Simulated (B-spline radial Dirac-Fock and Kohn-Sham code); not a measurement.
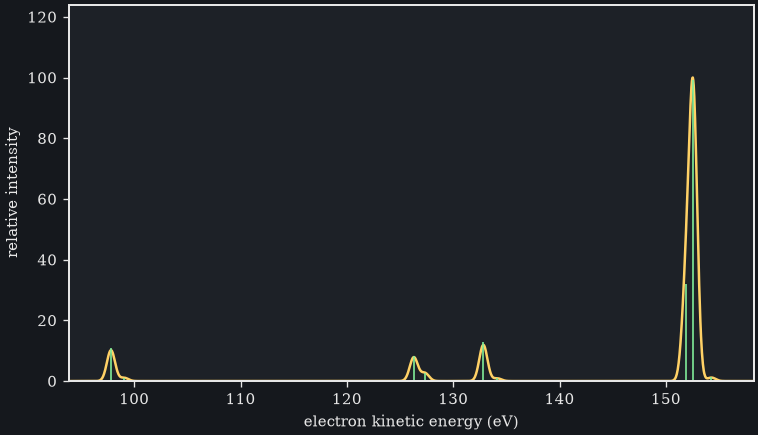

Auger and Coster–Kronig groups that fill an N4 (4d3/2) hole, broadened by 0.90 eV full width. Kinetic energies count from the vacuum level; very weak lines are left out. It refers to ytterbium in charge state +2 (Yb²⁺). Computed with a B-spline radial code: independent-particle Coulomb rates on relativistic LDA orbitals, configuration-average energies from Dirac–Fock. Widths ruled by Coster–Kronig decay come out up to twice the measured ones in this model.

Question: Which group is strongest?

Answer: N4-N6N7 at 152.6 eV, 58 % of the non-radiative width.

Question: How wide is the N4 level from this decay?

Answer: The non-radiative width is 6.46 eV.
